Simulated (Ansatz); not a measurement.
**PBE0/STO-3G run of [NO2]− (nitrite)**

Aim: the vertical singlet–triplet gap of [NO2]− (nitrite) at PBE0/STO-3G, from 2 runs. 

Program for the calculation: Ansatz 0.2.0.

13 further runs of the same task are left out: 11 that didn't finish, 2 set aside as unsound or not needed.

## Step 1: The structure to begin with

[NO2]−: 3 atoms, total charge -1, spin state singlet. As SMILES, `O=N[O-]`. The coordinates come from a PBE0-D4/def2-TZVPD relaxation.

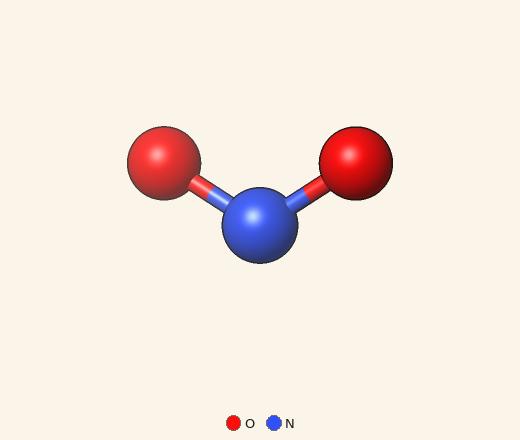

Viewed from a chosen angle; oxygen red, nitrogen blue.

## Step 2: A single-point energy at PBE0/STO-3G

The input, molecule.yaml:

```yaml
crystal:
  periodic: [false, false, false]
  atoms:
    - {symbol: O, position_ang: [0.322840, 0.992650, 0.287620]}
    - {symbol: N, position_ang: [0.325750, -0.245400, 0.151990]}
    - {symbol: O, position_ang: [-0.648590, -0.747260, -0.439610]}
basis:
  gaussian: {orbitals: STO-3G}
total_charge: -1
hamiltonian: {xc: {name: PBE0}}
accuracy: high
```

Run with:

```sh
$ ansatz run molecule.yaml --threads 1 --pin off --max-ram 3480MiB --events-out events.jsonl --progress --plain --runs-dir runs
```

Log:

```text
Warning: RAYON_NUM_THREADS=1 ignored (pool sized by the plan → 1); use --threads N
Functional definition: PBE0
  name "PBE0"
  parameter a = 0.25
  parameter kappa = 0.804
  parameter beta = 0.06672455060314922
  exchange = (1 - a)*pbe_x(kappa = kappa, mu = beta*pi^2/3) + a*exact_x
  correlation = pbe_c(beta = beta)
252 factors; integrals over basis functions are off by at most 3.8e-8 eV
mean field evaluation 1: about -5493.6589 eV, gradient 2.7e1 eV
mean field evaluation 2: about -5492.7672 eV, gradient 3.3e1 eV
mean field evaluation 4: about -5495.5630 eV, gradient 1.3e-1 eV
mean field evaluation 8: about -5495.5798 eV, gradient 1.5e-3 eV
mean field evaluation 16: about -5495.5798 eV, gradient 2.0e-8 eV
mean field -5495.57983455 eV, -201.9588338820 hartree, gradient 2.0e-8 eV, S^2 0.000000; 0 other end points of the search recorded, 0 dependent functions left out
reference -5495.57983512 eV, -201.9588339029 hartree; 12, 12 occupied and 3, 3 virtual orbitals, 252 factors
Total energy: -5495.57983512 eV, -201.9588339029 hartree
```

It took 0.65 s on 1 thread of Arm Neoverse V1, shared host.

## Step 3: The triplet at the same level

The input, in.yaml:

```yaml
crystal:
  periodic: [false, false, false]
  atoms:
    - {symbol: O, position_ang: [0.322840, 0.992650, 0.287620]}
    - {symbol: "N", position_ang: [0.325750, -0.245400, 0.151990]}
    - {symbol: O, position_ang: [-0.648590, -0.747260, -0.439610]}
basis:
  gaussian:
    orbitals: STO-3G
total_charge: -1
magnetization:
  spin_polarized: true
  initial_magnetization: 2
hamiltonian:
  xc: {name: PBE0}
accuracy: high
```

Run with:

```sh
$ ansatz run in.yaml --threads 1 --pin off --max-ram 3480MiB --events-out events.jsonl --progress --plain --runs-dir runs
```

Log:

```text
Warning: RAYON_NUM_THREADS=1 ignored (pool sized by the plan → 1); use --threads N
Functional definition: PBE0
  name "PBE0"
  parameter a = 0.25
  parameter kappa = 0.804
  parameter beta = 0.06672455060314922
  exchange = (1 - a)*pbe_x(kappa = kappa, mu = beta*pi^2/3) + a*exact_x
  correlation = pbe_c(beta = beta)
252 factors; integrals over basis functions are off by at most 3.8e-8 eV
mean field evaluation 1: about -5492.9536 eV, gradient 1.1e1 eV
mean field evaluation 2: about -5492.9992 eV, gradient 1.2e1 eV
mean field evaluation 4: about -5493.7108 eV, gradient 1.6e-1 eV
mean field evaluation 8: about -5493.7456 eV, gradient 1.4e-3 eV
mean field evaluation 16: about -5493.7456 eV, gradient 2.2e-7 eV
mean field -5493.74557757 eV, -201.8914261814 hartree, gradient 4.7e-8 eV, S^2 2.003702; 3 other end points of the search recorded, 0 dependent functions left out
reference -5493.74557815 eV, -201.8914262025 hartree; 13, 11 occupied and 2, 4 virtual orbitals, 252 factors
Total energy: -5493.74557815 eV, -201.8914262025 hartree
```

Wall time 1.3 s (1 thread of Arm Neoverse V1, shared host); peak memory 0.11 GiB.

## Step 4: Results

At PBE0/STO-3G:

| quantity | value |
| --- | --- |
| singlet: total energy | -201.95883 Eh |
| triplet: total energy | -201.89143 Eh |
| triplet: ⟨S²⟩ | 2.004 |
| vertical energy of the triplet above the singlet | 1.834 eV |

**Reading.** At this shape the triplet lies 1.83 eV (177 kJ/mol) above the singlet. In a minimal basis such a difference can be off by several eV, whatever the method.
